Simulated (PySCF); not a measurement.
ZnGe (triplet)

```xyz
2

Zn    0.0000    0.0000   -1.3293
Ge    0.0000    0.0000    1.1497
```

The calculation used PBE0/pcseg-1, non-relativistic, at a bond length of 2.479 Å in PySCF 2.14.0.

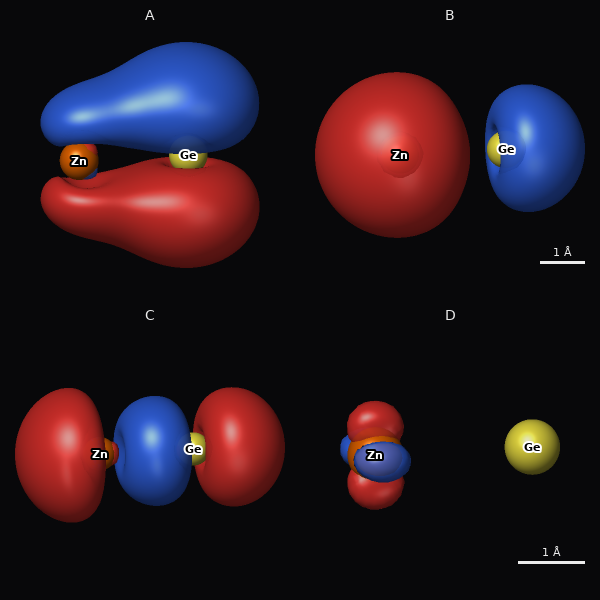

Figure 1. Four frontier β-spin orbitals, each drawn at the value that holds 80 % of its norm (red and blue are the two phases), in no order; of a degenerate pair one member is drawn.

Question: Name the orbitals and rank them from lowest to highest energy.

Answer: Orbital D: δ, occupied in this spin, −14.41 eV; almost wholly on Zn.
Orbital B: σ, occupied in this spin, −7.02 eV; shared between the atoms (Zn 70 %, Ge 30 %).
Orbital C: σ, empty in this spin, −2.43 eV; shared between the atoms (Zn 45 %, Ge 55 %).
Orbital A: π, empty in this spin, −1.68 eV; mainly on Ge (80 %).

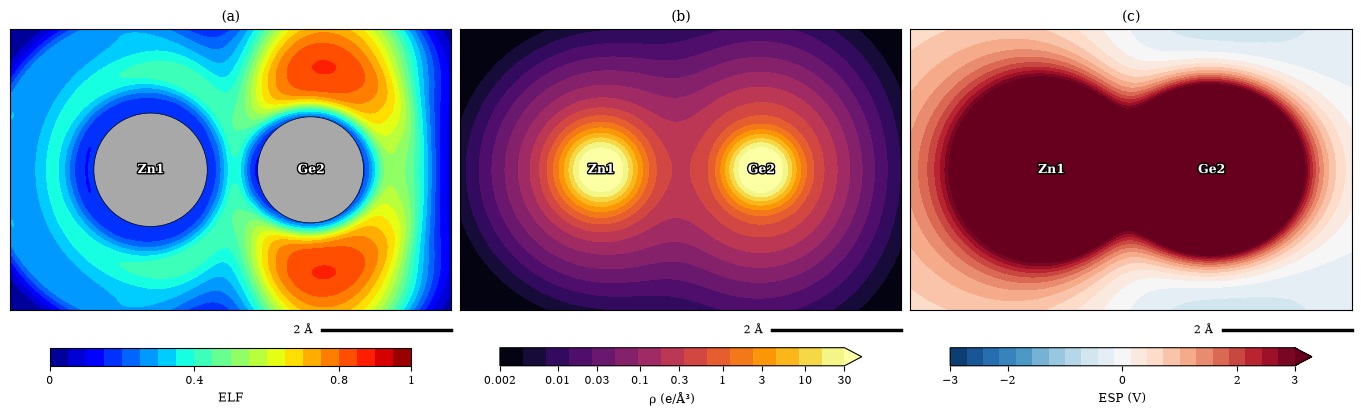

Figure 2. (a) ELF; (b) electron density; (c) electrostatic potential on a plane that holds the molecular axis. Grey discs cover the atomic cores in the ELF map.

Question: What does the map show?

Answer:
- Atoms in the plane: Zn and Ge.
- Zn–Ge (2.48 Å): ρ at the midpoint is about 0.31 e/Å³; the ELF is about 0.35 at the midpoint.
- Outside the dense part of the molecule the potential is most negative (−0.6 V) near Ge2.

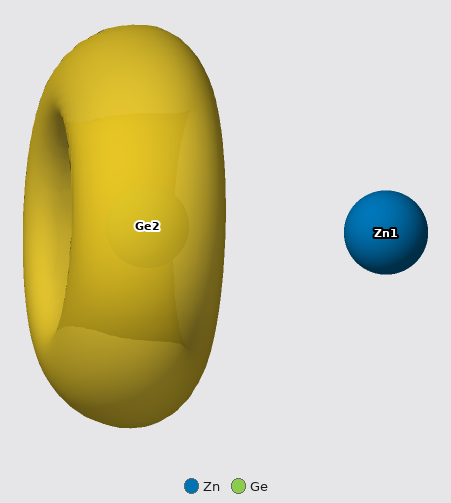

Figure 3. Isosurface of the electron localisation function at 0.75 (yellow), seen from one side. Only the valence region is drawn (cores and ρ < 0.01 e/Å³ removed).

Question: Identify the bonds, lone pairs and shells in this picture.

Answer: At this value the surface marks out one region wrapped around Ge (its valence shell).
